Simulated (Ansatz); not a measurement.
# BrCl (SMILES ClBr) at B2PLYP/def2-TZVPPD

Aim: the electronic atomisation energy of BrCl at B2PLYP/def2-TZVPPD, from 3 runs. 

The results are computed with Ansatz 0.2.0.

35 further runs of the same task are left out: 35 set aside as unsound or not needed.

## Step 1: Starting point

The species is BrCl (2 atoms), meant as a singlet with charge 0. SMILES: `ClBr`. Geometry: the measured bond length.

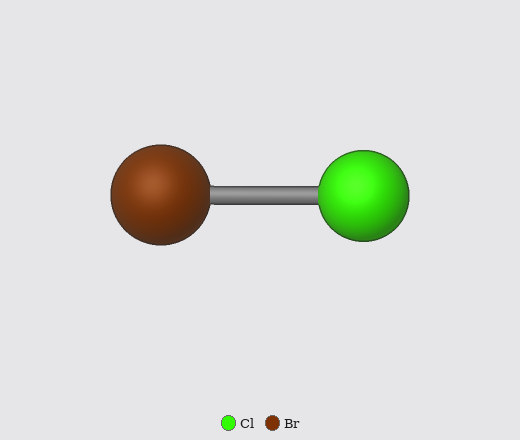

The structure, seen from a chosen angle (chlorine green, bromine brown).

## Step 2: A single-point energy at B2PLYP/def2-TZVPPD

run.yaml

```yaml
crystal:
  periodic: [false, false, false]
  atoms:
    - {symbol: Cl, position_ang: [0.000000, 0.000000, 0.000000]}
    - {symbol: Br, position_ang: [0.000000, 0.000000, 2.136065]}
basis:
  gaussian: {orbitals: def2-TZVPPD.json}
output: {orbitals: {seedname: orbitals}}
hamiltonian: {xc: {name: B2PLYP}}
correlation: {frozen_orbitals: {Br: 9, Cl: 5}}
accuracy: high
```

The basis set def2-TZVPPD is read from a file made from the Basis Set Exchange's data (not shown).

Started as:

```
$ ansatz run run.yaml --threads 1 --pin off --max-ram 3480MiB --events-out events.jsonl --progress --plain --runs-dir runs
```

What it wrote:

```text
Warning: RAYON_NUM_THREADS=1 ignored (pool sized by the plan → 1); use --threads N
Functional definition: B2PLYP
  name "B2PLYP"
  parameter a = 0.53
  parameter c = 0.27
  exchange = (1 - a)*b88_x + a*exact_x
  correlation = (1 - c)*lyp_c + c*(mp2_os + mp2_ss)
1351 factors; integrals over basis functions are off by at most 4.2e-9 eV
mean field evaluation 1: about -82550.4228 eV, gradient 1.0e1 eV
mean field evaluation 2: about -82550.5361 eV, gradient 1.1e1 eV
mean field evaluation 4: about -82550.7641 eV, gradient 1.1e0 eV
mean field evaluation 8: about -82550.7687 eV, gradient 1.6e-2 eV
mean field evaluation 16: about -82550.7688 eV, gradient 3.2e-6 eV
mean field -82550.76875308 eV, -3033.6847967549 hartree, gradient 1.7e-8 eV, S^2 0.000000; 0 other end points of the search recorded, 0 dependent functions left out
14 core orbitals not correlated: weight in the atoms' cores, before any rotation towards them, 1.000 or more for the frozen orbitals, at most 0.000 for the correlated occupied ones
reference -82550.76877372 eV, -3033.6847975133 hartree; 12, 12 occupied and 82, 82 virtual orbitals, 1351 factors
second order -15.25554741 eV of doubles, -0.00000000 eV of singles
Total energy: -82554.88777152 eV, -3033.8361678905 hartree
```

Run time: 8.7 s. Hardware: 1 thread of Arm Neoverse V1, shared host; peak memory 0.27 GiB.

## Step 3: The Br atom at the same level

input.yaml

```yaml
crystal:
  periodic: [false, false, false]
  atoms:
    - {symbol: Br, position_ang: [0.000000, 0.000000, 0.000000]}
basis:
  gaussian:
    orbitals: def2-TZVPPD.json
correlation:
  frozen_orbitals: {Br: 9}
accuracy: high
magnetization:
  spin_polarized: true
  initial_magnetization: 1
hamiltonian:
  xc: {name: B2PLYP}
```

The basis set def2-TZVPPD is read from a file made from the Basis Set Exchange's data (not shown).

Run the same way, it converges to -2573.72961 Eh (log not shown).

## Step 4: The Cl atom

in.yaml

```yaml
crystal:
  periodic: [false, false, false]
  atoms:
    - {symbol: Cl, position_ang: [0.000000, 0.000000, 0.000000]}
basis:
  gaussian:
    orbitals: def2-TZVPPD.json
magnetization:
  spin_polarized: true
  initial_magnetization: 1
accuracy: high
hamiltonian:
  xc: {name: B2PLYP}
correlation:
  frozen_orbitals: {Cl: 5}
```

The basis set def2-TZVPPD is read from a file made from the Basis Set Exchange's data (not shown).

Run the same way, it converges to -460.02299 Eh (log not shown).

## Step 5: Outcome

Level: B2PLYP/def2-TZVPPD, 14 core orbitals frozen.

| quantity | value |
| --- | --- |
| molecule: total energy | -3033.83617 Eh |
| molecule: HOMO energy (SCF part's orbitals) | -9.53 eV |
| molecule: LUMO energy (SCF part's orbitals) | -2.03 eV |
| molecule: HOMO–LUMO gap (SCF part's orbitals) | 7.50 eV |
| Br atom: total energy | -2573.72961 Eh |
| Br atom: ⟨S²⟩ | 0.754 |
| Cl atom: total energy | -460.02299 Eh |
| Cl atom: ⟨S²⟩ | 0.755 |
| electronic atomisation energy | 2.274 eV |

In words: Taking the molecule apart into free atoms costs 2.27 eV (219 kJ/mol), before zero-point energy and without spin-orbit coupling.
